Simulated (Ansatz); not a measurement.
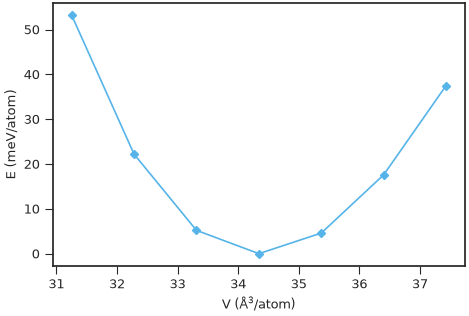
Figure. Bi (simple cubic, Pm-3m) under volume change, r²SCAN in the plane-wave PAW code Ansatz, scaled uniformly.

Q: What does a third-order Birch–Murnaghan fit give for V₀, B₀ and B′?

A: V₀ = 34.34 Å³/atom, B₀ = 51.0 GPa, B′ = 4.8.

The start of the workflow was typed in or built on a structure type; neither database checked (COD, Materials Project) lists it. It is not the phase usual at ambient conditions (space group No. 166). Symmetry was held in the r²SCAN relaxation; its stability against distortions is not shown here. Spin–orbit coupling is left out wherever it is not named.

Potentials: the earlier of the program's two PAW sets.
